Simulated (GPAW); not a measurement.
**PH$_{3}$S: geometry relaxation (part 1 of 5)**

The run: geometry relaxation of PH$_{3}$S. Method and program: vdW-DF2/plane waves, scalar-relativistic datasets (GPAW 26.7.0).

The geometry comes from this level: GFN2-xTB.

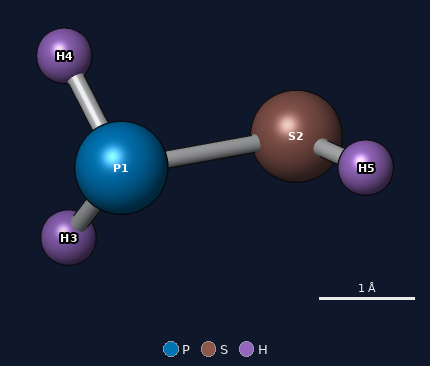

*The structure as given in the input (ball-and-stick view, seen at a tilt; atoms are numbered from 1 in the order of the input).*

## Results in brief

- outcome: converged
- energy relative to the program's reference atoms: −79.8357 eV
- largest force: 0.013 eV/Å
- HOMO: −6.53 eV
- LUMO: −2.17 eV
- dipole moment: 0.67 D
- hardware: 1 thread of Arm Neoverse V1, 24 GiB of memory available, shared host
- wall time: 7.3 min
- peak memory: 1.3 GiB

## Input file (relax.py)
```python
from ase.io import read, write
from ase.optimize import LBFGS
from gpaw import GPAW, PW

# Atomic positions
atoms = read('gs.sdf')
atoms.set_cell([13.0, 13.0, 13.0])
atoms.center()

# Calculator
calc = GPAW(mode=PW(520),
            xc={'name': 'vdW-DF2', 'backend': 'libvdwxc'},
            occupations={'name': 'fermi-dirac', 'width': 0.02},
            maxiter=100,
            symmetry='off',
            txt='-')
atoms.calc = calc

opt = LBFGS(atoms, trajectory='gs.traj')
converged = opt.run(fmax=0.02, steps=100)
print('Converged:', converged)
print(f'Final energy: {atoms.get_potential_energy():.5f} eV')
print(f'r(H2-P0)                {atoms.get_distance(2, 0):.4f} Ang')
print(f'r(H3-P0) = {atoms.get_distance(3, 0):.4f} Ang')
write('relaxed.xyz', atoms)
```

## File gs.sdf
```

     RDKit          3D

  5  4  0  0  0  0  0  0  0  0999 V2000
   -0.4919   -0.4746    0.4361 P   0  0  0  0  0  0  0  0  0  0  0  0
    0.7677    0.9384   -0.4470 S   0  0  0  0  0  0  0  0  0  0  0  0
    0.2701   -1.5884    0.0806 H   0  0  0  0  0  0  0  0  0  0  0  0
   -1.3283   -0.6338   -0.6704 H   0  0  0  0  0  0  0  0  0  0  0  0
    0.7824    1.7585    0.6007 H   0  0  0  0  0  0  0  0  0  0  0  0
  2  1  1  0
  3  1  1  0
  4  1  1  0
  5  2  1  0
M  END
$$$$
```

Launch command:
```bash
python3 -u relax.py | tee relax.out
```

## Log
```
__  _  _
 | _ |_)|_||  |
 |__||  | ||/\| - 26.7.0

units:  Angstrom and eV
cores:  1
OpenMP: False

Versions:
  Python: 3.12.14
  ASE:    3.29.0
  Numpy:  2.5.5
  Scipy:  1.18.1
  Libxc:  7.0.0

        _gpaw.cpython-312-aarch64-linux-gnu.so

Input parameters:
  mode=PW(ecut=520.0),
  maxiter=100,
  occupations=Occupations(name='fermi-dirac', width=0.02),
  symmetry=Symmetry(point_group=False, time_reversal=False),
  xc=XC(name='vdW-DF2', backend='libvdwxc')

Diagonalizing LCAO Hamiltonian
Converting LCAO to pw mode
         .-------------------------------.
        /|                               |
       / |                               |
      /  |                               |
     /   |                               |
    /    |                               |
   /     |                               |
  /      |                               |
 *       |                               |
 |       |                               |
 |       |               H               |
 |       |                               |
 |       |          P   S                |
 |       |        H  H                   |
 |       |                               |
 |       |                               |
 |       .-------------------------------.
 |      /                               /
 |     /                               /
 |    /                               /
 |   /                               /
 |  /                               /
 | /                               /
 |/                               /
 *-------------------------------*

Atoms  # Å, Bohr magnetons
|   | symbol |        x |        y |        z |    initial magnetic moments |
|---|--------|----------|----------|----------|-----------------------------|
| 0 |      P | 6.281050 | 5.940350 | 6.970950 | ( 0.0000,  0.0000,  0.0000) |
| 1 |      S | 7.540650 | 7.353350 | 6.087850 | ( 0.0000,  0.0000,  0.0000) |
| 2 |      H | 7.043050 | 4.826550 | 6.615450 | ( 0.0000,  0.0000,  0.0000) |
| 3 |      H | 5.444650 | 5.781150 | 5.864450 | ( 0.0000,  0.0000,  0.0000) |
| 4 |      H | 7.555350 | 8.173450 | 7.135550 | ( 0.0000,  0.0000,  0.0000) |

Unit cell  # Å
| periodic |         x |         y |         z |   lengths |    angles |
|----------|-----------|-----------|-----------|-----------|-----------|
|       no | 13.000000 |  0.000000 |  0.000000 | 13.000000 | 90.000000 |
|       no |  0.000000 | 13.000000 |  0.000000 | 13.000000 | 90.000000 |
|       no |  0.000000 |  0.000000 | 13.000000 | 13.000000 | 90.000000 |

Number of symmetries: 1
Symmetry operations  # r_c * U_cc + t_c -> r_c
|   | kind |            matrix            |
|---|------|------------------------------|
| 0 |  E   |  1, 0, 0,  0, 1, 0,  0, 0, 1 |

BZ-sampling:
  Number of BZ points: 1
  Number of IBZ points: 1

  Monkhorst-Pack size: [1, 1, 1]
  Monkhorst-Pack shift: [0, 0, 0]

K-points  # in reciprocal-cell coordinates
|   |                                coordinates |     weight |
|---|--------------------------------------------|------------|
| 0 | (  0.00000000,   0.00000000,   0.00000000) | 1.00000000 |

Plane wave coefficients: 29543
Cutoff: 520.0 eV

Spin-components: 1 (collinear spins)
Bands:           11
Projectors:      19
Spin-degeneracy: 2
Datatype:        float64

  Storage: CPU
  Wave functions: 5_199_568 bytes (5_199_568 per core)
  Projectors: 12_762_576 bytes (12_762_576 per core)

Parallelization:
  kpt:    1
  domain: 1
  band:   1

Density:
  Valence electrons: 14.0
  Components: 1
  Grid points: [70 70 70]
  Charge: 0.0  # |e|

Potential:
  Grid points: [70 70 70]

species:
  P:
    name:    Phosphorus
    Z:       15.0
    valence: 5
    core:    10
    charge:  0.0  # [|e|]
    file:    P.PBE.gz
    compensation charges:
      type: gauss
      rc: 0.30  # [Å]
      lmax: 2
    cutoffs:
      filter: 1.69  # [Å]
      core: 1.81  # [Å]
    projectors
    | kind |    occ | energy [eV] | rcut [Å] |
    |------|--------|-------------|----------|
    |   3s |  2.000 |     -13.968 |    0.953 |
    |   3p |  3.000 |      -5.506 |    0.953 |
    |    s |        |      13.244 |    0.953 |
    |    p |        |      21.705 |    0.953 |
    |    d |        |       0.000 |    0.953 |

    Using partial waves for P as LCAO basis

  S:
    name:    Sulfur
    Z:       16.0
    valence: 6
    core:    10
    charge:  0.0  # [|e|]
    file:    S.PBE.gz
    compensation charges:
      type: gauss
      rc: 0.24  # [Å]
      lmax: 2
    cutoffs:
      filter: 1.77  # [Å]
      core: 1.66  # [Å]
    projectors
    | kind |    occ | energy [eV] | rcut [Å] |
    |------|--------|-------------|----------|
    |   3s |  2.000 |     -17.254 |    0.974 |
    |   3p |  4.000 |      -7.008 |    0.979 |
    |    s |        |       9.957 |    0.974 |
    |    p |        |      20.203 |    0.979 |
    |    d |        |       0.000 |    0.900 |

    Using partial waves for S as LCAO basis

  H:
    name:    Hydrogen
    Z:       1.0
    valence: 1
    core:    0
    charge:  0.0  # [|e|]
    file:    H.PBE.gz
    compensation charges:
      type: gauss
      rc: 0.15  # [Å]
      lmax: 2
    cutoffs:
      filter: 0.85  # [Å]
      core: 0.53  # [Å]
    projectors
    | kind |    occ | energy [eV] | rcut [Å] |
    |------|--------|-------------|----------|
    |   1s |  1.000 |      -6.494 |    0.476 |
    |    s |        |      20.717 |    0.476 |
    |    p |        |       0.000 |    0.476 |

    Using partial waves for H as LCAO basis

Reference energy: -20198.004043  # eV

eigensolver:
  PPCG
  Converge bands: occupied
  niter=2

density mixing:
  MSR1-Mixer
  Pratt-step length: 0.05
  Maximum mixing coefficient: 0.75
  Old densities: 10
  SVD Regularization: 0.005
  Good broyden scale: 1.0
  Trust region scale: 1.0
  Backstep threshold: 4.0
  History deletion threshold: 6.0
  Fourier metric: weight=20.0, sigma=0.015

occupation numbers:
  Fermi-Dirac:
    width: 0.0200  # eV

poisson solver:
  ecut: 4160.0  # eV

xc functional:
  name: vdW-DF2 with libvdwxc
  Mode: serial
  Semilocal: GGA_X_RPW86+LDA_C_PW with 2 nearest neighbor stencil
  Local blocksize: 140 x 140 x 140
  PAW datasets: PBE

Initialization done in: 4.384 s

convergence criteria:
- Maximum [total energy] change in last 3 cyles: 0.0005 eV / valence electron
- Maximum integral of absolute [dens]ity change: 0.0001 electrons / valence electron
- Maximum integral of absolute [eigenst]ate change: 4e-08 eV^2 / valence electron
maximum number of iterations: 100

SCF iterations
|iter     |     time |      energy | eigst |  dens |
|---------|----------|-------------|-------|-------|
|iter:   1| 00:00:05 |  -80.708575 | +0.53 |       |
|iter:   2| 00:00:09 |  -80.638490 | -1.13 | -0.73 |
|iter:   3| 00:00:13 |  -79.809150 | -1.14 | -0.76 |
|iter:   4| 00:00:17 |  -79.755494 | -1.81 | -1.29 |
|iter:   5| 00:00:22 |  -79.749792 | -2.80 | -1.74 |
|iter:   6| 00:00:27 |  -79.749517c| -3.62 | -2.07 |
|iter:   7| 00:00:32 |  -79.749558c| -4.46 | -2.51 |
|iter:   8| 00:00:37 |  -79.749555c| -5.45 | -3.19 |
|iter:   9| 00:00:43 |  -79.749564c| -6.42 | -3.93 |
|iter:  10| 00:00:49 |  -79.749571c| -7.14 | -4.36c|
|iter:  11| 00:00:54 |  -79.749572c| -7.49c| -4.98c|

Converged in 11 steps
SCF loop duration: 49.747 s (4.522 s/step)
Energy contributions relative to reference atoms: (reference = -20198.004043)

Energy contributions:
  Kinetic:          35.964560
  Coulomb:         -36.817290
  Zero:              0.057442
  External:          0.000000
  Xc:              -78.954284
  Entropy:          -0.000000
  Spinorbit:         0.000000
  ----------------------------
  Free energy:     -79.749572
  Extrapolated:    -79.749572

dipole moment: (-0.061969, -0.052186, 0.068053)  # |e|*Ang

Fermi level: -4.575
Eigenvalues  # (at kpt = [0.000, 0.000, 0.000])
| band index |      eig [eV] | occ [0-2] |
|------------|---------------|-----------|
|          0 |       -19.159 |     2.000 |
|          1 |       -15.485 |     2.000 |
|          2 |       -10.399 |     2.000 |
|          3 |       -10.079 |     2.000 |
|          4 |        -9.304 |     2.000 |
|          5 |        -6.748 |     2.000 |
|          6 |        -6.351 |     2.000 |
|          7 |        -1.751 |     0.000 |
|          8 |        -1.587 |     0.000 |
|          9 |        -1.147 |     0.000 |
|         10 |        -0.865 |     0.000 |

Gap: 4.600 eV
Transition (v -> c):
  (s=0, k=0, n=6, [0.00, 0.00, 0.00]) -> (s=0, k=0, n=7, [0.00, 0.00, 0.00])
No difference between direct/indirect transitions
vacuum-level: 0.211  # V

Forces  # eV/Ang
|        x |        y |        z |
|----------|----------|----------|
| -0.61712 | -0.29134 |  0.92930 |  # P    0
|  0.77895 |  0.67014 | -0.82316 |  # S    1
|  0.30292 | -0.60898 | -0.05488 |  # H    2
| -0.49653 | -0.11331 | -0.42819 |  # H    3
|  0.03174 |  0.34355 |  0.37690 |  # H    4

Force computation time: 0.851  # s
       Step     Time          Energy          fmax
LBFGS:    0 00:00:55      -79.749572        1.316603
         .-------------------------------.
        /|                               |
       / |                               |
      /  |                               |
     /   |                               |
    /    |                               |
   /     |                               |
  /      |                               |
 *       |                               |
 |       |                               |
 |       |               H               |
 |       |                               |
 |       |          P   S                |
 |       |        H  H                   |
 |       |                               |
 |       |                               |
 |       .-------------------------------.
 |      /                               /
 |     /                               /
 |    /                               /
 |   /                               /
 |  /                               /
 | /                               /
 |/                               /
 *-------------------------------*

Atoms  # Å, Bohr magnetons
|   | symbol |        x |        y |        z |    initial magnetic moments |
|---|--------|----------|----------|----------|-----------------------------|
| 0 |      P | 6.272234 | 5.936188 | 6.984226 | ( 0.0000,  0.0000,  0.0000) |
| 1 |      S | 7.551778 | 7.362923 | 6.076091 | ( 0.0000,  0.0000,  0.0000) |
| 2 |      H | 7.047377 | 4.817850 | 6.614666 | ( 0.0000,  0.0000,  0.0000) |
| 3 |      H | 5.437557 | 5.779531 | 5.858333 | ( 0.0000,  0.0000,  0.0000) |
| 4 |      H | 7.555803 | 8.178358 | 7.140934 | ( 0.0000,  0.0000,  0.0000) |

Unit cell  # Å
| periodic |         x |         y |         z |   lengths |    angles |
|----------|-----------|-----------|-----------|-----------|-----------|
|       no | 13.000000 |  0.000000 |  0.000000 | 13.000000 | 90.000000 |
|       no |  0.000000 | 13.000000 |  0.000000 | 13.000000 | 90.000000 |
|       no |  0.000000 |  0.000000 | 13.000000 | 13.000000 | 90.000000 |

Initialization done in: 5.043 s

convergence criteria:
- Maximum [total energy] change in last 3 cyles: 0.0005 eV / valence electron
- Maximum integral of absolute [dens]ity change: 0.0001 electrons / valence electron
- Maximum integral of absolute [eigenst]ate change: 4e-08 eV^2 / valence electron
maximum number of iterations: 100

SCF iterations
|iter     |     time |      energy | eigst |  dens |
|---------|----------|-------------|-------|-------|
|iter:   1| 00:01:00 |  -79.819223 | -2.21 |       |
|iter:   2| 00:01:05 |  -79.814968 | -3.89 | -1.84 |
|iter:   3| 00:01:10 |  -79.798181 | -2.85 | -1.90 |
|iter:   4| 00:01:16 |  -79.796180 | -3.70 | -2.43 |
|iter:   5| 00:01:21 |  -79.795829c| -4.89 | -2.70 |
|iter:   6| 00:01:26 |  -79.795804c| -6.06 | -3.26 |
|iter:   7| 00:01:31 |  -79.795797c| -7.08 | -3.77 |
|iter:   8| 00:01:36 |  -79.795795c| -7.47c| -4.25c|

Converged in 8 steps
SCF loop duration: 35.564 s (4.445 s/step)
Energy contributions relative to reference atoms: (reference = -20198.004043)

Energy contributions:
  Kinetic:          33.479343
  Coulomb:         -34.949452
  Zero:              0.066749
  External:          0.000000
  Xc:              -78.392434
  Entropy:          -0.000000
  Spinorbit:         0.000000
  ----------------------------
  Free energy:     -79.795795
  Extrapolated:    -79.795795

dipole moment: (-0.071343, -0.060423, 0.077898)  # |e|*Ang

Fermi level: -4.575
Eigenvalues  # (at kpt = [0.000, 0.000, 0.000])
| band index |      eig [eV] | occ [0-2] |
|------------|---------------|-----------|
|          0 |       -19.008 |     2.000 |
|          1 |       -15.448 |     2.000 |
|          2 |       -10.310 |     2.000 |
|          3 |       -10.005 |     2.000 |
|          4 |        -9.235 |     2.000 |
|          5 |        -6.830 |     2.000 |
|          6 |        -6.315 |     2.000 |
|          7 |        -1.757 |     0.000 |
|          8 |        -1.712 |     0.000 |
|          9 |        -1.183 |     0.000 |
|         10 |        -0.902 |     0.000 |

Gap: 4.558 eV
Transition (v -> c):
  (s=0, k=0, n=6, [0.00, 0.00, 0.00]) -> (s=0, k=0, n=7, [0.00, 0.00, 0.00])
No difference between direct/indirect transitions
vacuum-level: 0.211  # V

Forces  # eV/Ang
|        x |        y |        z |
|----------|----------|----------|
| -0.33098 | -0.26387 |  0.36735 |  # P    0
|  0.47429 |  0.52329 | -0.35303 |  # S    1
|  0.12797 | -0.37479 |  0.03290 |  # H    2
| -0.32941 | -0.08814 | -0.18318 |  # H    3
|  0.05795 |  0.20319 |  0.13604 |  # H    4
```
